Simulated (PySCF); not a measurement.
**SF$_{2}$: one change and its effect**

System: SF$_{2}$, multiplicity 3.
Method of the first run: UHF/6-31g*, optimize (PySCF 2.14.0).

Text and figures count atoms from 1; the logs count them from 0 in places.

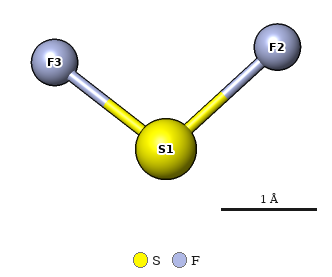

Fig. 1: The starting structure (ball-and-stick view, seen at a tilt; atoms are numbered from 1 in the order of the input).

**The input, the first run**
```python
from pyscf import gto, scf
from pyscf.geomopt.geometric_solver import optimize

mol = gto.M(
    atom='S -0.5555 0.0915 0; F 0.4674 -0.077 1.2061; F 0.4674 -0.077 -1.2061',
    basis='6-31g*',
    charge=0,
    spin=2,
    symmetry=True,
    verbose=4,
)
mf = scf.UHF(mol)
mf.kernel()
mol_eq = optimize(mf, maxsteps=30)
print('optimised geometry (angstrom)')
print(mol_eq.tostring('raw'))
print('orbital energies (hartree):', [e[max(0, n-3):n+3].round(4) for e, n in zip(mf.mo_energy, mol.nelec)])
```

Launched with:
```bash
OMP_NUM_THREADS=1 python input.py
```

Hardware: 1 CPU thread, shared host.

**Output, shortened to warnings, some set-up lines, iterations and results (the first run)**
```
WARN: HOMO -0.0225123912681648 >= LUMO -0.225770371658132
WARN: alpha-B1 HOMO -0.225770371658132 > system LUMO -0.225770371658132
WARN: alpha-B2 HOMO -0.0225123912681648 > system LUMO -0.225770371658132
WARN: beta-B1 LUMO -0.225770371658132 < system HOMO -0.0225123912681648
WARN: beta-B2 LUMO -0.0225123912681648 < system HOMO -0.0225123912681648
[...]
cycle= 1 E= -596.118551115886  delta_E= 0.415  |g|= 0.433  |ddm|= 1.74
cycle= 2 E= -596.182021440891  delta_E= -0.0635  |g|= 0.248  |ddm|= 0.551
cycle= 3 E= -596.204338038958  delta_E= -0.0223  |g|= 0.0476  |ddm|= 0.171
cycle= 4 E= -596.206035663663  delta_E= -0.0017  |g|= 0.0159  |ddm|= 0.0607
cycle= 5 E= -596.206474242889  delta_E= -0.000439  |g|= 0.0064  |ddm|= 0.0417
[... 50 lines ...]
cycle= 2 E= -596.233999857255  delta_E= -2.61e-08  |g|= 9.81e-05  |ddm|= 0.000263
cycle= 3 E= -596.233999862201  delta_E= -4.95e-09  |g|= 4.01e-05  |ddm|= 7.9e-05
cycle= 4 E= -596.233999864357  delta_E= -2.16e-09  |g|= 2.09e-05  |ddm|= 6.09e-05
cycle= 5 E= -596.233999865267  delta_E= -9.09e-10  |g|= 9.46e-06  |ddm|= 5.05e-05
cycle 6: E = -596.233999865  dE = -2.32825e-07  norm(grad) = 4.17338e-06
Step    5 : Displace = 2.593e-04/3.658e-04 (rms/max) Trust = 3.000e-01 (+) Grad = 2.410e-06/2.672e-06 (rms/max) E (change) = -596.2339998654 (-2.328e-07) Quality = 1.010
Hessian Eigenvalues: 5.00000e-02 5.00000e-02 5.00000e-02 ... 2.93867e-01 5.31184e-01 8.17096e-01
Converged! =D

    #| If this code has benefited your research, please support us by citing: |#
    #| Wang, L.-P.; Song, C.C. (2016) "Geometry optimization made simple with |#
    #| translation and rotation coordinates", J. Chem, Phys. 144, 214108.     |#
    #|                                     |#
optimised geometry (angstrom)
S          -0.69116078        0.11385335       -0.00000000
F           0.53523189       -0.08816754        1.08781197
F           0.53523189       -0.08816754       -1.08781197
orbital energies (hartree): [array([-0.6521, -0.4755, -0.2855,  0.1242,  0.3869,  0.4345]), array([-0.6438, -0.6421, -0.5464,  0.0114,  0.1626,  0.1841])]
```

The input of the second run differs as follows (lines with − go, lines with + come):
```diff
-    spin=2,
+    spin=4,
```

What does this change do to the results?

With the same method and basis, the second run lies 158.6 kcal/mol higher.

**Output, shortened to warnings, some set-up lines, iterations and results (the second run)**
```
WARN: HOMO 0.025234555523578 >= LUMO -0.528720869963275
WARN: alpha-A1 HOMO 0.025234555523578 > system LUMO -0.528720869963275
WARN: alpha-B1 HOMO -0.225770371658132 > system LUMO -0.528720869963275
WARN: alpha-B2 HOMO -0.0225123912681648 > system LUMO -0.528720869963275
WARN: beta-A1 LUMO -0.528720869963275 < system HOMO 0.025234555523578
[...]
cycle= 1 E= -595.849392641031  delta_E= 0.684  |g|= 0.415  |ddm|= 2.31
cycle= 2 E= -595.927136478603  delta_E= -0.0777  |g|= 0.236  |ddm|= 0.692
cycle= 3 E= -595.949864574686  delta_E= -0.0227  |g|= 0.0654  |ddm|= 0.186
cycle= 4 E= -595.953225186923  delta_E= -0.00336  |g|= 0.0184  |ddm|= 0.0842
cycle= 5 E= -595.95369751751  delta_E= -0.000472  |g|= 0.00616  |ddm|= 0.0409
[... 54 lines ...]
cycle= 2 E= -596.202517731055  delta_E= -6.91e-10  |g|= 1.25e-05  |ddm|= 2.87e-05
cycle 15: E = -596.202517731  dE = -1.4966e-08  norm(grad) = 1.92701e-05
cycle= 1 E= -596.202517744456  delta_E= 5.04e-06  |g|= 1.43e-05  |ddm|= 0.000103
cycle= 2 E= -596.202517744903  delta_E= -4.47e-10  |g|= 1.16e-05  |ddm|= 2.15e-05
cycle 16: E = -596.202517745  dE = -1.37978e-08  norm(grad) = 1.878e-05
Step   15 : Displace = 7.486e-04/8.965e-04 (rms/max) Trust = 3.000e-01 (=) Grad = 1.084e-05/1.346e-05 (rms/max) E (change) = -596.2025177452 (-1.380e-08) Quality = 1.889
Hessian Eigenvalues: 8.28503e-04 5.00000e-02 5.00000e-02 ... 5.00000e-02 1.77772e-01 5.31184e-01
Converged! =D

    #| If this code has benefited your research, please support us by citing: |#
    #| Wang, L.-P.; Song, C.C. (2016) "Geometry optimization made simple with |#
    #| translation and rotation coordinates", J. Chem, Phys. 144, 214108.     |#
    #|                                     |#
optimised geometry (angstrom)
S           0.00593926       -0.00097836        0.00000000
F           0.18668188       -0.03075168        3.50300823
F           0.18668188       -0.03075168       -3.50300823
orbital energies (hartree): [array([-0.5036, -0.3327, -0.2782,  0.3668,  0.4328,  0.4621]), array([-0.6332, -0.6276, -0.6023, -0.1067,  0.0597,  0.2075])]
```

**The two runs side by side**

| quantity | the first run | the second run |
| --- | --- | --- |
| outcome | converged | converged |
| SCF energy (hartree) | −596.206593 | −595.953828 |
| ⟨S²⟩ | 2.025 | 6.023 |
| wall time (shared host) | 11 s | 21 s |
